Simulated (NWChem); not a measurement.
# CH5SSi− (SMILES CS[SiH2-]) at 6 levels

Aim: a comparison of 6 runs (HF/STO-3G, HF/3-21G, HF/pcseg-1, B3LYP/6-31G*, B2PLYP/pcseg-2) of CH5SSi−. 

The calculation is run with NWChem 7.3.0.

## 1. The molecule

CH5SSi−: 8 atoms, total charge -1, spin state singlet. As SMILES, `CS[SiH2-]`. The shape is that of a GFN2-xTB optimisation. This is one conformer, not always the lowest.

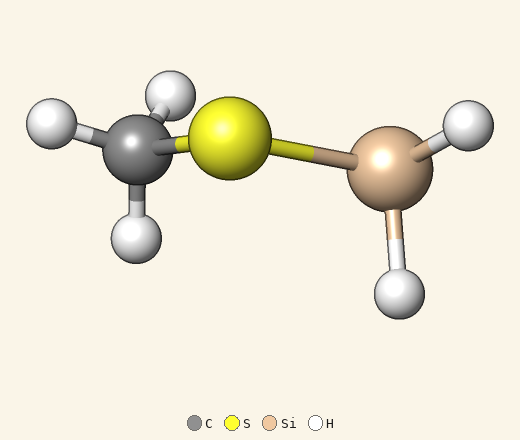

The structure, seen from a chosen angle (carbon grey, sulfur yellow, silicon light orange, hydrogen white).

## 2. Energy and forces at HF/STO-3G (run 1)

run.py reads:

```python
from ase import Atoms
from ase.calculators.nwchem import NWChem

molecule = Atoms(['C', 'S', 'Si', 'H', 'H', 'H', 'H', 'H'], positions=[
    [-0.812100, 1.033950, -0.303410],
    [0.221330, 0.446760, 1.056240],
    [1.145730, -1.198460, -0.125230],
    [-1.591620, 0.298080, -0.511020],
    [-0.201210, 1.163340, -1.197250],
    [-1.274070, 1.979990, -0.016530],
    [2.277950, -1.431860, 0.794760],
    [0.233980, -2.291790, 0.302440],
])

calc = NWChem(
    label='work',
    theory='scf',
    memory='2200 mb',
    basis='STO-3G',
    basispar='spherical bse',
    charge=-1,
    scf={'nopen': '0', 'rhf': None, 'thresh': '1e-08', 'maxiter': '80'},
)
molecule.calc = calc

forces = molecule.get_forces()
print(f"energy = {molecule.get_potential_energy():.6f} eV")
print("forces (eV/A):")
for s, f in zip(molecule.symbols, forces):
    print(f"{s:2s} {f[0]:10.5f} {f[1]:10.5f} {f[2]:10.5f}")
print("dipole (e A):", molecule.get_dipole_moment().round(4))
```

Launch:

```sh
$ export ASE_NWCHEM_COMMAND="nwchem PREFIX.nwi > PREFIX.nwo"
$ python run.py
```

The program printed:

```text
energy = -19562.688172 eV
forces (eV/A):
C     0.51360   -0.27619    0.99826
S     0.15118   -0.47895   -0.13061
Si    0.23978    0.15900   -0.93305
H    -0.08968    0.46403   -0.34525
H    -0.52677    0.22014   -0.08947
H    -0.16275   -0.08181   -0.49972
H    -0.72685   -0.29773    0.35605
H     0.60143    0.29151    0.64386
dipole (e A): [-0.7689  0.6494 -0.302 ]
```

The calculator wrote work.nwi:

```
title "work"

permanent_dir work

scratch_dir work

start work

geometry units angstrom nocenter noautosym noautoz
  C  -8.1210000000000004e-01 1.0339499999999999e+00 -3.0341000000000001e-01
  S  2.2133000000000000e-01 4.4675999999999999e-01 1.0562400000000001e+00
  Si 1.1457299999999999e+00 -1.1984600000000001e+00 -1.2523000000000001e-01
  H  -1.5916200000000000e+00 2.9808000000000001e-01 -5.1102000000000003e-01
  H  -2.0121000000000000e-01 1.1633400000000000e+00 -1.1972499999999999e+00
  H  -1.2740700000000000e+00 1.9799899999999999e+00 -1.6530000000000000e-02
  H  2.2779500000000001e+00 -1.4318599999999999e+00 7.9476000000000002e-01
  H  2.3397999999999999e-01 -2.2917900000000002e+00 3.0243999999999999e-01
end

charge -1

memory 2200 mb

basis spherical bse noprint
   * library STO-3G
end

scf
  nopen 0
  rhf
  thresh 1e-08
  maxiter 80
end

task scf gradient
```

work.nwo:

```text
Northwest Computational Chemistry Package (NWChem) 7.3.0
             --------------------------------------------------------

           Job information
           ---------------

    nwchem branch   = 7.3.0
    use scalapack   = T
    input           = work.nwi
    prefix          = work.
    data base       = work/work.db
    status          = startup
    nproc           =        1

           Memory information
           ------------------

    heap     =     72089594 doubles =      550.0 Mbytes
    stack    =     72089599 doubles =      550.0 Mbytes
    global   =    144179200 doubles =     1100.0 Mbytes (distinct from heap & stack)
    total    =    288358393 doubles =     2200.0 Mbytes
    verify   = yes
    hardfail = no

           Directory information
           ---------------------

  0 permanent = work
  0 scratch   = work

                                NWChem Input Module
                                -------------------

                                       work
                                       ----

[... 126 lines left out ...]
 Convergence threshold     :          1.000E-08
[... 13 lines left out ...]
       Final RHF  results
[... 3 lines left out ...]
      One-electron energy =  -1294.607831311359
[... 1 line left out ...]
 Nuclear repulsion energy =    141.945408165616
[... 36 lines left out ...]
                       ROHF Final Molecular Orbital Analysis
[... 167 lines left out ...]
     1   1 0 0     -1.453027      0.000000     26.747049
[... 8 lines of this table left out ...]
     2   0 0 2    -27.256920      0.000000     75.135637

                              NWChem Gradients Module
                              -----------------------

                                       work

  wavefunction    =   RHF

                         RHF ENERGY GRADIENTS

    atom               coordinates                        gradient
                 x          y          z           x          y          z
   1 C      -1.534646   1.953882  -0.573362   -0.009988   0.005371  -0.019413
   2 S       0.418253   0.844254   1.996004   -0.002940   0.009314   0.002540
   3 Si      2.165116  -2.264761  -0.236650   -0.004663  -0.003092   0.018145
[... 4 lines of this table left out ...]
   8 H       0.442158  -4.330855   0.571529   -0.011696  -0.005669  -0.012521

                 ----------------------------------------
                 |  Time  |  1-e(secs)   |  2-e(secs)   |
                 ----------------------------------------
                 |  CPU   |       0.00   |       0.24   |
                 ----------------------------------------
                 |  WALL  |       0.00   |       0.24   |
                 ----------------------------------------

 Task  times  cpu:        1.0s     wall:        1.0s
 Total times  cpu:        1.0s     wall:        1.0s
```

Run time: 1.8 s. Hardware: 1 thread of AMD EPYC 9R45 (Zen 5), shared host; peak memory 0.099 GiB.

## 3. Energy and gradient at HF/3-21G (run 2)

run.py reads:

```python
from ase import Atoms
from ase.calculators.nwchem import NWChem

mol = Atoms(['C', 'S', 'Si', 'H', 'H', 'H', 'H', 'H'], positions=[
    [-0.812100, 1.033950, -0.303410],
    [0.221330, 0.446760, 1.056240],
    [1.145730, -1.198460, -0.125230],
    [-1.591620, 0.298080, -0.511020],
    [-0.201210, 1.163340, -1.197250],
    [-1.274070, 1.979990, -0.016530],
    [2.277950, -1.431860, 0.794760],
    [0.233980, -2.291790, 0.302440],
])

calc = NWChem(
    label='ch5ssi',
    theory='scf',
    memory='2200 mb',
    basis='3-21G',
    basispar='spherical bse',
    charge=-1,
    scf={'nopen': '0', 'rhf': None, 'thresh': '1e-08', 'maxiter': '80', 'print': 'low'},
)
mol.calc = calc

forces = mol.get_forces()
e = mol.get_potential_energy()
print(f"E = {e:.6f} eV")
print("forces (eV/A):")
for s, f in zip(mol.symbols, forces):
    print(f"{s:2s} {f[0]:10.5f} {f[1]:10.5f} {f[2]:10.5f}")
```

Launch:

```sh
$ export ASE_NWCHEM_COMMAND="nwchem PREFIX.nwi > PREFIX.nwo"
$ python run.py
```

The program printed:

```text
E = -19687.671744 eV
forces (eV/A):
C    -1.31054    0.89989   -1.23464
S     0.22677    0.83278    2.08079
Si    0.87114   -0.60436   -2.08676
H     0.17710    0.35214   -0.05209
H    -0.30828    0.03394    0.26482
H     0.03754   -0.23603   -0.20589
H     0.72371   -0.39348    0.78372
H    -0.41744   -0.88482    0.44999
```

The calculator wrote ch5ssi.nwi:

```
title "ch5ssi"

permanent_dir ch5ssi

scratch_dir ch5ssi

start ch5ssi

geometry units angstrom nocenter noautosym noautoz
  C  -8.1210000000000004e-01 1.0339499999999999e+00 -3.0341000000000001e-01
  S  2.2133000000000000e-01 4.4675999999999999e-01 1.0562400000000001e+00
  Si 1.1457299999999999e+00 -1.1984600000000001e+00 -1.2523000000000001e-01
  H  -1.5916200000000000e+00 2.9808000000000001e-01 -5.1102000000000003e-01
  H  -2.0121000000000000e-01 1.1633400000000000e+00 -1.1972499999999999e+00
  H  -1.2740700000000000e+00 1.9799899999999999e+00 -1.6530000000000000e-02
  H  2.2779500000000001e+00 -1.4318599999999999e+00 7.9476000000000002e-01
  H  2.3397999999999999e-01 -2.2917900000000002e+00 3.0243999999999999e-01
end

charge -1

memory 2200 mb

basis spherical bse noprint
   * library 3-21G
end

scf
  nopen 0
  rhf
  thresh 1e-08
  maxiter 80
  print low
end

task scf gradient
```

ch5ssi.nwo:

```text
Northwest Computational Chemistry Package (NWChem) 7.3.0
             --------------------------------------------------------

           Job information
           ---------------

    nwchem branch   = 7.3.0
    use scalapack   = T
    input           = ch5ssi.nwi
    prefix          = ch5ssi.
    data base       = ch5ssi/ch5ssi.db
    status          = startup
    nproc           =        1

           Memory information
           ------------------

    heap     =     72089594 doubles =      550.0 Mbytes
    stack    =     72089599 doubles =      550.0 Mbytes
    global   =    144179200 doubles =     1100.0 Mbytes (distinct from heap & stack)
    total    =    288358393 doubles =     2200.0 Mbytes
    verify   = yes
    hardfail = no

           Directory information
           ---------------------

  0 permanent = ch5ssi
  0 scratch   = ch5ssi

                                NWChem Input Module
                                -------------------

                                      ch5ssi
                                      ------

[... 26 lines left out ...]
            Nuclear Dipole moment (a.u.)
[... 53 lines left out ...]
                                      ch5ssi

  ao basis        = "ao basis"
  functions       =    45
  atoms           =     8
  closed shells   =    21
  open shells     =     0
  charge          =  -1.00
  wavefunction    = RHF
  input vectors   = atomic
  output vectors  = ch5ssi/ch5ssi.movecs
  use symmetry    = F
  symmetry adapt  = F

 Forming initial guess at       0.0s

 Starting SCF solution at       0.1s

       Final RHF  results
       ------------------

         Total SCF energy =   -723.508597700206
      One-electron energy =  -1292.043536135699
      Two-electron energy =    426.589530269877
 Nuclear repulsion energy =    141.945408165616

        Time for solution =      0.8s

                              NWChem Gradients Module
                              -----------------------

                         RHF ENERGY GRADIENTS

    atom               coordinates                        gradient
                 x          y          z           x          y          z
   1 C      -1.534646   1.953882  -0.573362    0.025486  -0.017500   0.024010
   2 S       0.418253   0.844254   1.996004   -0.004410  -0.016195  -0.040465
   3 Si      2.165116  -2.264761  -0.236650   -0.016941   0.011753   0.040581
[... 4 lines of this table left out ...]
   8 H       0.442158  -4.330855   0.571529    0.008118   0.017207  -0.008751

 Task  times  cpu:        1.1s     wall:        1.1s
 Total times  cpu:        1.1s     wall:        1.1s
```

Wall time 1.9 s (1 thread of AMD EPYC 9R45 (Zen 5), shared host); peak memory 0.1 GiB.

Runs 3 to 5 aren't shown in full; the table further down has their settings and results.

## 4. The energy at B2PLYP/pcseg-2 (run 6)

ch5ssi.nw reads:

```
start ch5ssi
title "CH5SSi"
memory 2200 mb
charge -1

geometry units bohr noautosym nocenter noautoz
C   -1.53464659   1.95388233  -0.57336180
S    0.41825308   0.84425404   1.99600432
Si   2.16511591  -2.26476117  -0.23665040
H   -3.00772589   0.56328956  -0.96568784
H   -0.38023179   2.19839399  -2.26247460
H   -2.40764336   3.74163883  -0.03123717
H    4.30470163  -2.70582325   1.50187873
H    0.44215812  -4.33085544   0.57152877
end

basis spherical bse
* library pcseg-2
end

dft
xc hfexch 0.53 becke88 0.47 lyp 0.73 mp2 0.27
dftmp2 semidirect
grid fine
convergence energy 1e-08
iterations 100
mulliken
print medium
end

mp2
freeze core 11
end

task dft
```

Launch:

```sh
$ nwchem ch5ssi.nw > ch5ssi.out
```

The program printed:

```text
[...]
          Wavefunction type:  closed shell.
          No. of atoms     :     8
          No. of electrons :    42
[...]
          Charge           :    -1
          Spin multiplicity:     1
[...]
          AO basis - number of functions:   168
[...]
              XC Information
              --------------
                     Hartree-Fock (Exact) Exchange  0.530
                    Becke 1988 Exchange Functional  0.470
              Lee-Yang-Parr Correlation Functional  0.730
[...]
 d= 0,ls=0.0,diis     1   -728.2536864479 -8.70D+02  8.75D-03  1.43D+00     4.3
[...]
 d= 0,ls=0.0,diis    10   -728.4057359684 -1.99D-09  5.01D-07  4.82D-10    36.2
         Total DFT energy =     -728.405735968394
      One electron energy =    -1296.913445640332
           Coulomb energy =      480.259135107773
    Exchange-Corr. energy =      -53.696823472715
 Nuclear repulsion energy =      141.945398036881
[...]
      Total Density - Mulliken Population Analysis
     ---------------------------------------------
    Atom       Charge   Shell Charges
 -----------   ------   -------------------------------------------------------
    1 C    6     6.01   2.00  0.52  0.44  0.08  1.34  1.30  0.28  0.01  0.04  0.00
    2 S   16    16.39   2.01  0.39  1.58  0.99  0.90  5.91  0.89  2.50  1.14  0.00  0.07  0.01
    3 Si  14    14.00   2.00  0.46  1.52  0.84  0.68  5.91  0.55  1.31  0.59  0.01  0.13  0.01
    4 H    1     1.01   0.44  0.47  0.05  0.01  0.04  0.00
    5 H    1     1.00   0.44  0.45  0.07  0.01  0.04  0.00
    6 H    1     1.04   0.44  0.49  0.06  0.01  0.04  0.00
    7 H    1     1.28   0.41  0.61  0.24  0.00  0.02  0.00
    8 H    1     1.27   0.41  0.61  0.24  0.00  0.02  0.00
[...]
  Basis functions       =    168
[...]
```

Run time: 44 s. Hardware: 1 thread of AMD EPYC 9R45 (Zen 5), shared host; peak memory 0.88 GiB.

## 5. Overview of the runs

| run | level | iteration cap | module | energy (Eh) | HOMO energy (eV) | LUMO energy (eV) | HOMO–LUMO gap (eV) | wall time |
| --- | --- | --- | --- | --- | --- | --- | --- | --- |
| 1 | HF/STO-3G | 80 | scf | -718.915536 | 2.72 | 18.69 | 15.97 | 1.8 s |
| 2 | HF/3-21G | 80 | scf | -723.508598 | – | – | – | 1.9 s |
| 3 | HF/pcseg-1 | 80 | scf | -727.171389 | -1.98 | 7.82 | 9.80 | 8.7 s |
| 4 | B3LYP/6-31G* (spherical functions) | 100 | dft | -728.809327 | 0.60 | 5.48 | 4.88 | 15 s |
| 5 | B3LYP/6-31G* (Cartesian functions) | 100 | dft | -728.814628 | 0.60 | 5.48 | 4.88 | 16 s |
| 6 | B2PLYP/pcseg-2 | 100 | dft | -728.563719 | -0.70 | 5.07 | 5.77 | 44 s |

## 6. Summary of results

```
                                                    quantity          value
                                         run 6: total energy  -728.56372 Eh
                    run 6: HOMO energy (SCF part's orbitals)       -0.70 eV
                    run 6: LUMO energy (SCF part's orbitals)        5.07 eV
run 6: HOMO–LUMO gap (to an unbound level, set by the basis)        5.77 eV
```

Over runs 1, 3, 4, 5, 6 the HOMO–LUMO gap runs from 4.88 eV (B3LYP/6-31G*) to 15.97 eV (HF/STO-3G). The two ends differ in method and basis. The empty levels of an anion lie above zero and hang on the basis. Totals of different functionals can't be ranked against each other. In runs 1, 4, 5 the HOMO lies above zero, so the outermost electron may be held by the basis alone. In run 1 the basis is minimal, so the values are rough. All runs together took 87 s, the longest 44 s.
